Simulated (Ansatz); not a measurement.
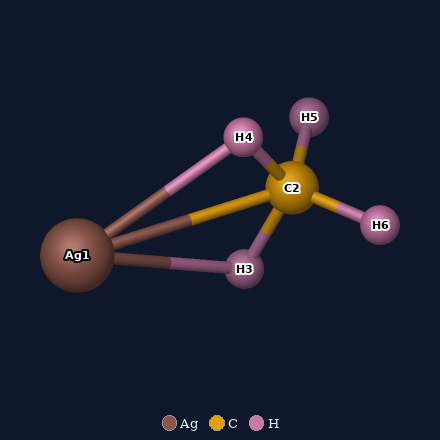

The system is CH4Ag, charge +1; the picture shows the reference structure. The turn is about an axis along (0.37, 0.89, −0.26) in the frame of the relaxed pair, normal to the line between the partners. The first coordinate is: distance C2···Ag1; the second: turn of Ag1 about C2. Grid: 15 × 15 points; 110 points were computed and 95 follow by symmetry. At 20 points there is no value (left out of the scan, as a rule where atoms come close). Points are written as (first, second). Energies are in kJ/mol, from the lowest grid point. The calculation used RKS PBE0-D4/def2-TZVPD (Ansatz 0.2.0).

Its coordinates:

| atom | x (Å) | y (Å) | z (Å) |
| --- | --- | --- | --- |
| Ag | -0.1958 | -0.5032 | -2.0113 |
| C | 0.0375 | 0.0963 | 0.3840 |
| H | 0.8721 | -0.4055 | -0.1504 |
| H | -0.9037 | 0.3245 | -0.1602 |
| H | 0.4278 | 1.0505 | 0.7326 |
| H | -0.2379 | -0.5626 | 1.2052 |

Range: distance C2···Ag1 from 2.083 to 4.683 Å; turn of Ag1 about C2 from −90.0 to 90.0°.

Question: What landscape does the calculation give?

Answer: The lowest grid point is at (2.533 Å, 0.0°). It is the only kind of minimum in the scanned range. The highest grid point, (2.083 Å, −90.0°), lies 303 kJ/mol above the lowest. Round the minimum the two coordinates are nearly uncoupled.

```csv
"turn of Ag1 about C2 ↓, distance C2···Ag1 →",2.083,2.148,2.254,2.384,2.533,2.698,2.877,3.069,3.271,3.484,3.707,3.938,4.179,4.427,4.683
90.0,303,229,145,85,50,36,33,37,44,51,58,62,66,69,71
77.1,–,–,291,163,87,49,36,36,41,49,55,61,65,68,71
64.3,–,–,–,231,118,61,39,34,39,46,53,59,64,68,70
51.4,–,–,–,210,106,54,34,31,36,44,52,58,63,67,69
38.6,–,–,223,120,60,32,24,27,34,43,51,57,62,66,68
25.7,208,151,89,45,22,15,17,25,34,43,51,57,62,65,68
12.9,83,56,27,10,4,7,14,24,34,43,51,57,61,65,67
0.0,52,32,12,1,0,5,14,25,35,44,51,57,61,65,67
−12.9,83,56,27,10,4,7,14,24,34,43,51,57,61,65,67
−25.7,208,151,89,45,22,15,17,25,34,43,51,57,62,65,68
−38.6,–,–,223,120,60,32,24,27,34,43,51,57,62,66,68
−51.4,–,–,–,210,106,54,34,31,36,44,52,58,63,67,69
−64.3,–,–,–,231,118,61,39,34,39,46,53,59,64,68,70
−77.1,–,–,291,163,87,49,36,36,41,49,55,61,65,68,71
−90.0,303,229,145,85,50,36,33,37,44,51,58,62,66,69,71
```

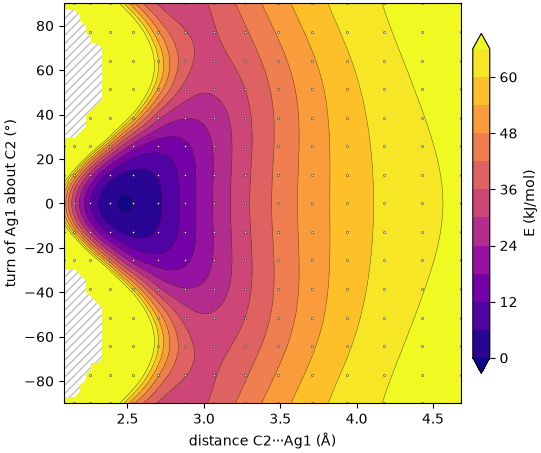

The picture shows filled contours, dots at the grid points, one colour for all values above the top of the scale, hatched blanks where no value was computed. Between grid points the surface is interpolated.

Each point was launched as `ansatz run input.yaml --threads 1 --pin off --max-ram 2560MiB --backend cpu --events-out ev --progress --plain --runs-dir out`. The whole map (110 points run) took 5.9 min on 1 thread of Arm Neoverse V1 (shared host).
